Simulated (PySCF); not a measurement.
**EPR calculation of C$_{4}$H$_{10}$PSi**

The run: EPR calculation of C$_{4}$H$_{10}$PSi, multiplicity 2. Method and program: UKS B3LYP, pcH-1 on C H P Si, non-relativistic, mean-field spin-orbit, GIAO (PySCF 2.14.0).

It belongs to a series of runs on one base structure; here: H removed from sp3 C.

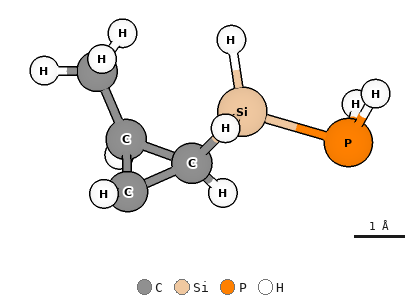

**Figure 1.** The input geometry (ball-and-stick view, seen at a tilt). Bond lengths as drawn: C–C 1.46 to 1.54 Å, C–H 1.07 to 1.09 Å, C–Si 1.90 Å, H–P 1.38 Å, H–Si 1.47 Å and P–Si 2.24 Å.

**Input**
```
{"job": {"kind": "epr", "basis": "pcH-1"}, "charge": 0, "multiplicity": 2}
C     -2.039567    -0.464737     0.610135
C     -1.470549     0.692200    -0.177689
C     -1.019796     0.530670    -1.552973
C      0.016441     0.774209    -0.555032
Si     1.286454    -0.565904    -0.123584
P      3.215118     0.547738     0.133673
H     -3.120754    -0.503094     0.486124
H     -1.821528    -0.349019     1.670879
H     -1.618008    -1.406168     0.266837
H     -1.920012     1.643669     0.094018
H     -1.141870    -0.288982    -2.229146
H      0.428312     1.780123    -0.510078
H      0.900067    -1.333451     1.070692
H      1.461123    -1.521672    -1.225193
H      2.924109     1.010884     1.403852
H      3.912862    -0.537522     0.626076
```

The first line tells a small driver script what to run in PySCF; the rest is the geometry in Å.

Launched with:
```bash
OMP_NUM_THREADS=1 python <driver script> task.json out
```

**Output**
```
UKS, coarse grid
  cycle   1  E = -789.17585219  |g| = 3.03e-01
  cycle   2  E = -789.16413814  |g| = 3.29e-01
  cycle   3  E = -789.22016978  |g| = 4.69e-02
  cycle   4  E = -789.22111043  |g| = 2.06e-02
  cycle   5  E = -789.22132483  |g| = 6.27e-03
  cycle   6  E = -789.22134703  |g| = 1.62e-03
  cycle   7  E = -789.22134863  |g| = 1.07e-03
  cycle   8  E = -789.22134921  |g| = 2.84e-04
UKS, final grid
  cycle   1  E = -789.22134514  |g| = 3.61e-04
  cycle   2  E = -789.22134509  |g| = 5.07e-04
  cycle   3  E = -789.22134521  |g| = 3.70e-05
  cycle   4  E = -789.22134521  |g| = 1.39e-05
E = -789.22134521 Eh   <S^2> = 0.7531 (exact 0.7500)
g shifts (ppm)      1          2          3
  rmc          -146       -146       -146
  gc             15          1          3
  oz_so        -137        527       1016
  total        -268        383        873
hyperfine (MHz)  atom isotope    a_iso     a_fc   dipolar eigenvalues
    0   13C      19.76      19.76     -2.43     -2.41      4.85
    1   13C     -16.77     -16.77     -4.42     -0.48      4.90
    2   13C     282.65     282.73    -74.54    -70.43    144.97
    3   13C     -22.00     -22.00     -6.23     -1.40      7.63
    4  29Si     -38.84     -38.88     -7.61      3.59      4.02
    5   31P      -0.51      -0.50     -1.82     -1.61      3.43
    6    1H       0.46       0.46     -2.61     -1.93      4.53
    7    1H      14.00      14.00     -2.12     -1.11      3.23
    8    1H      -1.93      -1.93     -3.59     -2.26      5.85
    9    1H      70.32      70.31     -6.17     -3.95     10.12
   10    1H      -7.59      -7.61    -33.20     -3.70     36.90
   11    1H     100.97     100.97     -6.38     -4.25     10.63
   12    1H      12.15      12.15     -1.56     -1.11      2.68
   13    1H       0.33       0.33     -2.01     -1.57      3.58
   14    1H      -0.23      -0.23     -0.70     -0.68      1.37
   15    1H      -0.40      -0.40     -0.62     -0.34      0.96
```

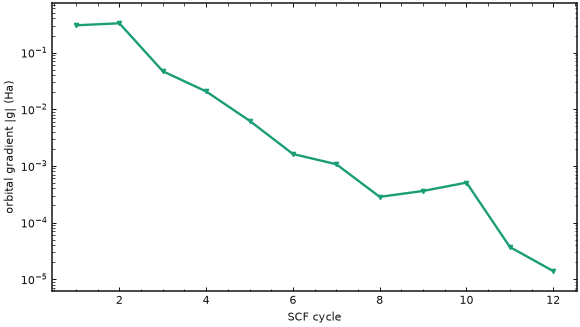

**Figure 2.** Convergence of the self-consistent field: orbital gradient |g| against the SCF cycle. All cycles printed in the log are drawn one after another.

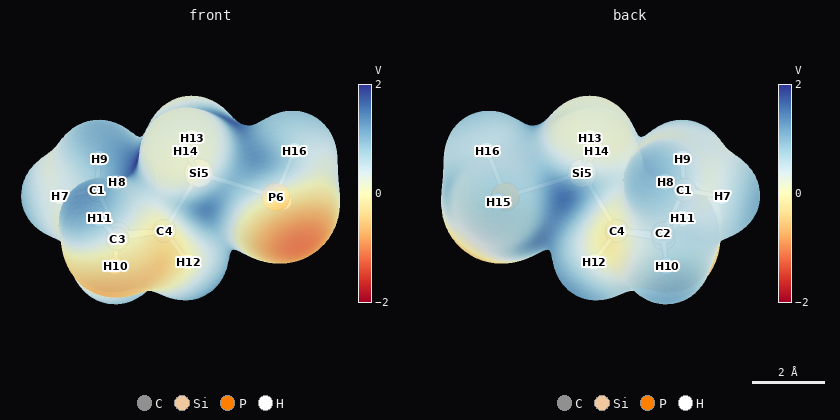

**Figure 3.** The molecular electrostatic potential painted on the density surface at 0.004 e/bohr³, seen at a tilt and from behind; red is negative and blue positive. A positive charge is drawn to the negative regions and a negative charge to the positive ones.

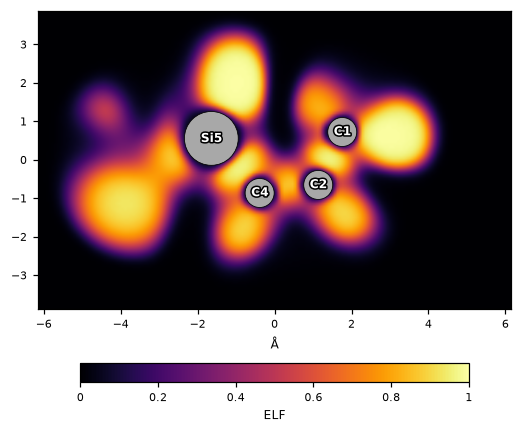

**Figure 4.** ELF on the plane of atoms C1, C2 and C4. Grey discs, where drawn, cover atomic cores. The plane passes through C and Si nuclei. C–Si (1.90 Å): the ELF peaks at about 0.95 between the atoms, which marks a covalent bond. C–C (1.51 Å): the ELF peaks at about 0.95 between the atoms, which marks a shared electron pair.

**Results in brief**

- outcome: converged
- total energy: −789.221345 hartree
- ⟨S²⟩: 0.753
- isotropic g: 2.0026
- hardware: 1 CPU thread, shared host
- wall time: 1.9 min
- peak memory: 0.96 GiB
